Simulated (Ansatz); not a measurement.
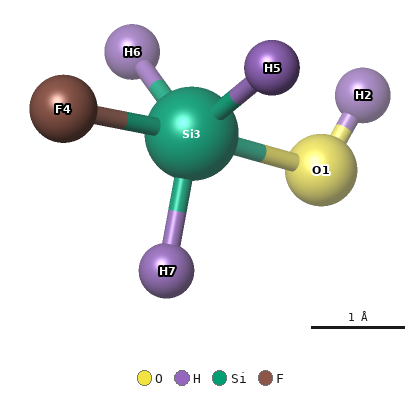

Fig. 1: The input geometry (ball-and-stick view, seen at a tilt; atoms are numbered from 1 in the order of the input). Bond lengths as drawn: F–Si 1.75 Å, H–O 0.96 Å, H–Si 1.51 to 1.52 Å and O–Si 1.79 Å.

## SiH4OF (charge −1): molecular dynamics (part 1 of 2)

The run: molecular dynamics of SiH4OF, charge −1. Method and program: RKS PBE0-D4/def2-SVPD (Ansatz 0.2.0).

Figures and captions count atoms from 1; the log counts them from 0 in places.

## Output
```
Functional definition: PBE0
  name "PBE0"
  cite "Adamo & Barone, J. Chem. Phys. 110, 6158 (1999) doi:10.1063/1.478522"
  cite "Perdew, Burke & Ernzerhof, Phys. Rev. Lett. 77, 3865 (1996) doi:10.1103/PhysRevLett.77.3865"
  parent pbe
  parameter a = 0.25
  parameter kappa = 0.804
  parameter beta = 0.06672455060314922
  exchange = (1 - a)*pbe_x(kappa = kappa, mu = beta*pi^2/3) + a*exact_x
  correlation = pbe_c(beta = beta)
871 factors; their error is unknown
mean field evaluation 1: about -12694.2651 eV, gradient 2.5e1 eV
mean field evaluation 2: about -12692.4568 eV, gradient 4.1e1 eV
mean field evaluation 4: about -12695.4354 eV, gradient 1.0e0 eV
mean field evaluation 8: about -12695.5288 eV, gradient 1.6e-2 eV
mean field -12695.52878099 eV, -466.5520773630 hartree, gradient 2.5e-5 eV, S^2 0.000000; 0 other end points of the search recorded, 0 dependent functions left out
the calculation of the forces begins
reference -12695.52881249 eV, -466.5520785204 hartree; 18, 18 occupied and 84, 84 virtual orbitals, 871 factors
md step     0: t =     0.00 fs  T =   500.0 K  F+E_penalty+E_count = -12695.61980892 eV  E_kin = 0.323150 eV  conserved = -12695.29665893 eV  (24 SCF iters)
these checks for a lower state are left out or cut short: starts, cluster_reference, orbital_swaps, neighbouring_geometries, increment
871 factors; their error is unknown
mean field evaluation 16: about -12695.4133 eV, gradient 1.7e-2 eV
mean field -12695.50546051 eV, -466.5512203512 hartree, gradient 4.4e-6 eV, S^2 0.000000; 0 other end points of the search recorded, 0 dependent functions left out
the calculation of the forces begins
reference -12695.50549213 eV, -466.5512215130 hartree; 18, 18 occupied and 84, 84 virtual orbitals, 871 factors
md step     1: t =     1.00 fs  T =   466.5 K  F+E_penalty+E_count = -12695.59649862 eV  E_kin = 0.301479 eV  conserved = -12695.29501943 eV  (29 SCF iters, 3 dispersion substeps)
[... from here on the SCF iterations and repeated set-up lines of each step are left out, up to the last step ...]
md step     2: t =     2.00 fs  T =   382.4 K  F+E_penalty+E_count = -12695.54009734 eV  E_kin = 0.247122 eV  conserved = -12695.29297561 eV  (29 SCF iters, 3 dispersion substeps)
md step     3: t =     3.00 fs  T =   291.3 K  F+E_penalty+E_count = -12695.48031382 eV  E_kin = 0.188254 eV  conserved = -12695.29206020 eV  (30 SCF iters, 3 dispersion substeps)
md step     4: t =     4.00 fs  T =   218.7 K  F+E_penalty+E_count = -12695.43285301 eV  E_kin = 0.141333 eV  conserved = -12695.29151966 eV  (30 SCF iters, 3 dispersion substeps)
md step     5: t =     5.00 fs  T =   179.6 K  F+E_penalty+E_count = -12695.40711048 eV  E_kin = 0.116045 eV  conserved = -12695.29106535 eV  (30 SCF iters, 3 dispersion substeps)
md step     6: t =     6.00 fs  T =   183.3 K  F+E_penalty+E_count = -12695.40985675 eV  E_kin = 0.118444 eV  conserved = -12695.29141226 eV  (29 SCF iters, 3 dispersion substeps)
md step     7: t =     7.00 fs  T =   220.5 K  F+E_penalty+E_count = -12695.43526692 eV  E_kin = 0.142511 eV  conserved = -12695.29275567 eV  (29 SCF iters, 3 dispersion substeps)
md step     8: t =     8.00 fs  T =   260.4 K  F+E_penalty+E_count = -12695.46250610 eV  E_kin = 0.168310 eV  conserved = -12695.29419583 eV  (29 SCF iters, 3 dispersion substeps)
md step     9: t =     9.00 fs  T =   271.6 K  F+E_penalty+E_count = -12695.47014800 eV  E_kin = 0.175532 eV  conserved = -12695.29461627 eV  (29 SCF iters, 3 dispersion substeps)
md step    10: t =    10.00 fs  T =   244.7 K  F+E_penalty+E_count = -12695.45254483 eV  E_kin = 0.158167 eV  conserved = -12695.29437785 eV  (29 SCF iters, 3 dispersion substeps)
md step    11: t =    11.00 fs  T =   188.2 K  F+E_penalty+E_count = -12695.41549431 eV  E_kin = 0.121642 eV  conserved = -12695.29385248 eV  (28 SCF iters, 3 dispersion substeps)
md step    12: t =    12.00 fs  T =   123.5 K  F+E_penalty+E_count = -12695.37164317 eV  E_kin = 0.079826 eV  conserved = -12695.29181717 eV  (30 SCF iters, 3 dispersion substeps)
md step    13: t =    13.00 fs  T =    98.1 K  F+E_penalty+E_count = -12695.35305210 eV  E_kin = 0.063403 eV  conserved = -12695.28964899 eV  (29 SCF iters, 3 dispersion substeps)
md step    14: t =    14.00 fs  T =   154.6 K  F+E_penalty+E_count = -12695.39048499 eV  E_kin = 0.099901 eV  conserved = -12695.29058382 eV  (29 SCF iters, 3 dispersion substeps)
md step    15: t =    15.00 fs  T =   271.9 K  F+E_penalty+E_count = -12695.46979958 eV  E_kin = 0.175729 eV  conserved = -12695.29407064 eV  (28 SCF iters, 3 dispersion substeps)
md step    16: t =    16.00 fs  T =   374.7 K  F+E_penalty+E_count = -12695.53873690 eV  E_kin = 0.242174 eV  conserved = -12695.29656274 eV  (25 SCF iters, 3 dispersion substeps)
md step    17: t =    17.00 fs  T =   405.0 K  F+E_penalty+E_count = -12695.55777148 eV  E_kin = 0.261778 eV  conserved = -12695.29599388 eV  (30 SCF iters, 3 dispersion substeps)
md step    18: t =    18.00 fs  T =   368.6 K  F+E_penalty+E_count = -12695.53193753 eV  E_kin = 0.238210 eV  conserved = -12695.29372738 eV  (30 SCF iters, 3 dispersion substeps)
md step    19: t =    19.00 fs  T =   309.7 K  F+E_penalty+E_count = -12695.49252859 eV  E_kin = 0.200187 eV  conserved = -12695.29234174 eV  (30 SCF iters, 3 dispersion substeps)
md step    20: t =    20.00 fs  T =   262.2 K  F+E_penalty+E_count = -12695.46127916 eV  E_kin = 0.169431 eV  conserved = -12695.29184804 eV  (30 SCF iters, 3 dispersion substeps)
md step    21: t =    21.00 fs  T =   241.5 K  F+E_penalty+E_count = -12695.44749559 eV  E_kin = 0.156098 eV  conserved = -12695.29139792 eV  (30 SCF iters, 3 dispersion substeps)
md step    22: t =    22.00 fs  T =   258.4 K  F+E_penalty+E_count = -12695.45846023 eV  E_kin = 0.167009 eV  conserved = -12695.29145143 eV  (30 SCF iters, 3 dispersion substeps)
md step    23: t =    23.00 fs  T =   310.5 K  F+E_penalty+E_count = -12695.49320044 eV  E_kin = 0.200680 eV  conserved = -12695.29252039 eV  (30 SCF iters, 3 dispersion substeps)
md step    24: t =    24.00 fs  T =   372.3 K  F+E_penalty+E_count = -12695.53482191 eV  E_kin = 0.240628 eV  conserved = -12695.29419412 eV  (29 SCF iters, 3 dispersion substeps)
md step    25: t =    25.00 fs  T =   405.3 K  F+E_penalty+E_count = -12695.55731691 eV  E_kin = 0.261976 eV  conserved = -12695.29534046 eV  (29 SCF iters, 3 dispersion substeps)
md step    26: t =    26.00 fs  T =   383.8 K  F+E_penalty+E_count = -12695.54340650 eV  E_kin = 0.248070 eV  conserved = -12695.29533693 eV  (30 SCF iters, 3 dispersion substeps)
md step    27: t =    27.00 fs  T =   309.1 K  F+E_penalty+E_count = -12695.49437727 eV  E_kin = 0.199793 eV  conserved = -12695.29458432 eV  (30 SCF iters, 3 dispersion substeps)
md step    28: t =    28.00 fs  T =   205.7 K  F+E_penalty+E_count = -12695.42570236 eV  E_kin = 0.132974 eV  conserved = -12695.29272879 eV  (30 SCF iters, 3 dispersion substeps)
md step    29: t =    29.00 fs  T =   122.2 K  F+E_penalty+E_count = -12695.36913482 eV  E_kin = 0.078969 eV  conserved = -12695.29016559 eV  (30 SCF iters, 3 dispersion substeps)
md step    30: t =    30.00 fs  T =   112.5 K  F+E_penalty+E_count = -12695.36262604 eV  E_kin = 0.072710 eV  conserved = -12695.28991606 eV  (30 SCF iters, 3 dispersion substeps)
md step    31: t =    31.00 fs  T =   180.2 K  F+E_penalty+E_count = -12695.40931240 eV  E_kin = 0.116493 eV  conserved = -12695.29281981 eV  (30 SCF iters, 3 dispersion substeps)
md step    32: t =    32.00 fs  T =   263.2 K  F+E_penalty+E_count = -12695.46601066 eV  E_kin = 0.170137 eV  conserved = -12695.29587373 eV  (30 SCF iters, 3 dispersion substeps)
md step    33: t =    33.00 fs  T =   291.8 K  F+E_penalty+E_count = -12695.48500368 eV  E_kin = 0.188596 eV  conserved = -12695.29640797 eV  (25 SCF iters, 3 dispersion substeps)
md step    34: t =    34.00 fs  T =   249.1 K  F+E_penalty+E_count = -12695.45530203 eV  E_kin = 0.160994 eV  conserved = -12695.29430815 eV  (30 SCF iters, 3 dispersion substeps)
md step    35: t =    35.00 fs  T =   176.3 K  F+E_penalty+E_count = -12695.40580748 eV  E_kin = 0.113920 eV  conserved = -12695.29188748 eV  (30 SCF iters, 3 dispersion substeps)
md step    36: t =    36.00 fs  T =   124.5 K  F+E_penalty+E_count = -12695.37164928 eV  E_kin = 0.080463 eV  conserved = -12695.29118584 eV  (30 SCF iters, 3 dispersion substeps)
md step    37: t =    37.00 fs  T =   113.5 K  F+E_penalty+E_count = -12695.36477010 eV  E_kin = 0.073349 eV  conserved = -12695.29142071 eV  (30 SCF iters, 3 dispersion substeps)
md step    38: t =    38.00 fs  T =   141.1 K  F+E_penalty+E_count = -12695.38272830 eV  E_kin = 0.091183 eV  conserved = -12695.29154526 eV  (30 SCF iters, 3 dispersion substeps)
md step    39: t =    39.00 fs  T =   203.2 K  F+E_penalty+E_count = -12695.42326752 eV  E_kin = 0.131306 eV  conserved = -12695.29196163 eV  (30 SCF iters, 3 dispersion substeps)
md step    40: t =    40.00 fs  T =   287.7 K  F+E_penalty+E_count = -12695.47919741 eV  E_kin = 0.185971 eV  conserved = -12695.29322619 eV  (30 SCF iters, 3 dispersion substeps)
md step    41: t =    41.00 fs  T =   364.5 K  F+E_penalty+E_count = -12695.53050555 eV  E_kin = 0.235547 eV  conserved = -12695.29495846 eV  (30 SCF iters, 3 dispersion substeps)
md step    42: t =    42.00 fs  T =   395.0 K  F+E_penalty+E_count = -12695.55116091 eV  E_kin = 0.255312 eV  conserved = -12695.29584853 eV  (30 SCF iters, 3 dispersion substeps)
md step    43: t =    43.00 fs  T =   362.4 K  F+E_penalty+E_count = -12695.52927567 eV  E_kin = 0.234235 eV  conserved = -12695.29504030 eV  (30 SCF iters, 3 dispersion substeps)
md step    44: t =    44.00 fs  T =   288.4 K  F+E_penalty+E_count = -12695.47946125 eV  E_kin = 0.186415 eV  conserved = -12695.29304583 eV  (30 SCF iters, 3 dispersion substeps)
md step    45: t =    45.00 fs  T =   223.1 K  F+E_penalty+E_count = -12695.43502016 eV  E_kin = 0.144195 eV  conserved = -12695.29082496 eV  (30 SCF iters, 3 dispersion substeps)
md step    46: t =    46.00 fs  T =   217.0 K  F+E_penalty+E_count = -12695.43054937 eV  E_kin = 0.140259 eV  conserved = -12695.29029043 eV  (30 SCF iters, 3 dispersion substeps)
md step    47: t =    47.00 fs  T =   280.7 K  F+E_penalty+E_count = -12695.47391318 eV  E_kin = 0.181406 eV  conserved = -12695.29250692 eV  (30 SCF iters, 3 dispersion substeps)
md step    48: t =    48.00 fs  T =   366.9 K  F+E_penalty+E_count = -12695.53249926 eV  E_kin = 0.237113 eV  conserved = -12695.29538664 eV  (30 SCF iters, 3 dispersion substeps)
md step    49: t =    49.00 fs  T =   409.6 K  F+E_penalty+E_count = -12695.56134866 eV  E_kin = 0.264751 eV  conserved = -12695.29659749 eV  (30 SCF iters, 3 dispersion substeps)
md step    50: t =    50.00 fs  T =   376.5 K  F+E_penalty+E_count = -12695.53874907 eV  E_kin = 0.243332 eV  conserved = -12695.29541696 eV  (25 SCF iters, 3 dispersion substeps)
md step    51: t =    51.00 fs  T =   290.0 K  F+E_penalty+E_count = -12695.48008970 eV  E_kin = 0.187430 eV  conserved = -12695.29265942 eV  (30 SCF iters, 3 dispersion substeps)
md step    52: t =    52.00 fs  T =   207.6 K  F+E_penalty+E_count = -12695.42502591 eV  E_kin = 0.134176 eV  conserved = -12695.29085004 eV  (30 SCF iters, 3 dispersion substeps)
md step    53: t =    53.00 fs  T =   169.5 K  F+E_penalty+E_count = -12695.40062535 eV  E_kin = 0.109527 eV  conserved = -12695.29109787 eV  (30 SCF iters, 3 dispersion substeps)
md step    54: t =    54.00 fs  T =   175.4 K  F+E_penalty+E_count = -12695.40504084 eV  E_kin = 0.113348 eV  conserved = -12695.29169247 eV  (30 SCF iters, 3 dispersion substeps)
md step    55: t =    55.00 fs  T =   212.8 K  F+E_penalty+E_count = -12695.42945787 eV  E_kin = 0.137553 eV  conserved = -12695.29190527 eV  (30 SCF iters, 3 dispersion substeps)
md step    56: t =    56.00 fs  T =   273.4 K  F+E_penalty+E_count = -12695.46931388 eV  E_kin = 0.176697 eV  conserved = -12695.29261725 eV  (30 SCF iters, 3 dispersion substeps)
md step    57: t =    57.00 fs  T =   338.1 K  F+E_penalty+E_count = -12695.51275230 eV  E_kin = 0.218516 eV  conserved = -12695.29423658 eV  (30 SCF iters, 3 dispersion substeps)
md step    58: t =    58.00 fs  T =   371.1 K  F+E_penalty+E_count = -12695.53555665 eV  E_kin = 0.239868 eV  conserved = -12695.29568821 eV  (30 SCF iters, 3 dispersion substeps)
md step    59: t =    59.00 fs  T =   344.8 K  F+E_penalty+E_count = -12695.51817893 eV  E_kin = 0.222857 eV  conserved = -12695.29532227 eV  (30 SCF iters, 3 dispersion substeps)
md step    60: t =    60.00 fs  T =   272.1 K  F+E_penalty+E_count = -12695.46907526 eV  E_kin = 0.175838 eV  conserved = -12695.29323775 eV  (30 SCF iters, 3 dispersion substeps)
md step    61: t =    61.00 fs  T =   202.7 K  F+E_penalty+E_count = -12695.42210671 eV  E_kin = 0.131020 eV  conserved = -12695.29108631 eV  (30 SCF iters, 3 dispersion substeps)
md step    62: t =    62.00 fs  T =   187.0 K  F+E_penalty+E_count = -12695.41127463 eV  E_kin = 0.120867 eV  conserved = -12695.29040758 eV  (30 SCF iters, 3 dispersion substeps)
md step    63: t =    63.00 fs  T =   239.5 K  F+E_penalty+E_count = -12695.44682767 eV  E_kin = 0.154775 eV  conserved = -12695.29205242 eV  (30 SCF iters, 3 dispersion substeps)
md step    64: t =    64.00 fs  T =   324.7 K  F+E_penalty+E_count = -12695.50449433 eV  E_kin = 0.209839 eV  conserved = -12695.29465521 eV  (30 SCF iters, 3 dispersion substeps)
md step    65: t =    65.00 fs  T =   383.6 K  F+E_penalty+E_count = -12695.54408854 eV  E_kin = 0.247905 eV  conserved = -12695.29618403 eV  (30 SCF iters, 3 dispersion substeps)
md step    66: t =    66.00 fs  T =   376.5 K  F+E_penalty+E_count = -12695.53915240 eV  E_kin = 0.243305 eV  conserved = -12695.29584780 eV  (30 SCF iters, 3 dispersion substeps)
md step    67: t =    67.00 fs  T =   306.5 K  F+E_penalty+E_count = -12695.49186439 eV  E_kin = 0.198100 eV  conserved = -12695.29376414 eV  (26 SCF iters, 3 dispersion substeps)
md step    68: t =    68.00 fs  T =   217.1 K  F+E_penalty+E_count = -12695.43176432 eV  E_kin = 0.140294 eV  conserved = -12695.29147057 eV  (30 SCF iters, 3 dispersion substeps)
md step    69: t =    69.00 fs  T =   156.5 K  F+E_penalty+E_count = -12695.39210187 eV  E_kin = 0.101114 eV  conserved = -12695.29098804 eV  (30 SCF iters, 3 dispersion substeps)
md step    70: t =    70.00 fs  T =   138.7 K  F+E_penalty+E_count = -12695.38131504 eV  E_kin = 0.089631 eV  conserved = -12695.29168438 eV  (30 SCF iters, 3 dispersion substeps)
md step    71: t =    71.00 fs  T =   152.1 K  F+E_penalty+E_count = -12695.39025286 eV  E_kin = 0.098278 eV  conserved = -12695.29197502 eV  (30 SCF iters, 3 dispersion substeps)
md step    72: t =    72.00 fs  T =   188.4 K  F+E_penalty+E_count = -12695.41383807 eV  E_kin = 0.121732 eV  conserved = -12695.29210561 eV  (30 SCF iters, 3 dispersion substeps)
md step    73: t =    73.00 fs  T =   241.1 K  F+E_penalty+E_count = -12695.44884010 eV  E_kin = 0.155842 eV  conserved = -12695.29299804 eV  (30 SCF iters, 3 dispersion substeps)
md step    74: t =    74.00 fs  T =   288.8 K  F+E_penalty+E_count = -12695.48119249 eV  E_kin = 0.186625 eV  conserved = -12695.29456764 eV  (30 SCF iters, 3 dispersion substeps)
md step    75: t =    75.00 fs  T =   298.5 K  F+E_penalty+E_count = -12695.48836898 eV  E_kin = 0.192924 eV  conserved = -12695.29544535 eV  (30 SCF iters, 3 dispersion substeps)
md step    76: t =    76.00 fs  T =   256.2 K  F+E_penalty+E_count = -12695.46006947 eV  E_kin = 0.165554 eV  conserved = -12695.29451566 eV  (30 SCF iters, 3 dispersion substeps)
md step    77: t =    77.00 fs  T =   186.7 K  F+E_penalty+E_count = -12695.41316015 eV  E_kin = 0.120646 eV  conserved = -12695.29251390 eV  (30 SCF iters, 3 dispersion substeps)
md step    78: t =    78.00 fs  T =   138.2 K  F+E_penalty+E_count = -12695.38012187 eV  E_kin = 0.089329 eV  conserved = -12695.29079305 eV  (31 SCF iters, 3 dispersion substeps)
md step    79: t =    79.00 fs  T =   149.8 K  F+E_penalty+E_count = -12695.38746514 eV  E_kin = 0.096796 eV  conserved = -12695.29066870 eV  (30 SCF iters, 3 dispersion substeps)
these checks for a lower state are left out or cut short: starts, cluster_reference, orbital_swaps, neighbouring_geometries, increment
871 factors; their error is unknown
mean field evaluation 640: about -12695.3456 eV, gradient 5.3e-6 eV
mean field -12695.34558698 eV, -466.5453451074 hartree, gradient 5.3e-6 eV, S^2 0.000000; 0 other end points of the search recorded, 0 dependent functions left out
the calculation of the forces begins
reference -12695.34561830 eV, -466.5453462580 hartree; 18, 18 occupied and 84, 84 virtual orbitals, 871 factors
871 factors; their error is unknown
mean field -12695.34558698 eV, -466.5453451074 hartree, gradient 7.4e-6 eV, S^2 0.000000; 1 other end points of the search recorded, 0 dependent functions left out
the calculation of the forces begins
reference -12695.34561830 eV, -466.5453462580 hartree; 18, 18 occupied and 84, 84 virtual orbitals, 871 factors
md step    80: t =    80.00 fs  T =   222.7 K  F+E_penalty+E_count = -12695.43655368 eV  E_kin = 0.143947 eV  conserved = -12695.29260650 eV  (25 SCF iters, 3 dispersion substeps)
```
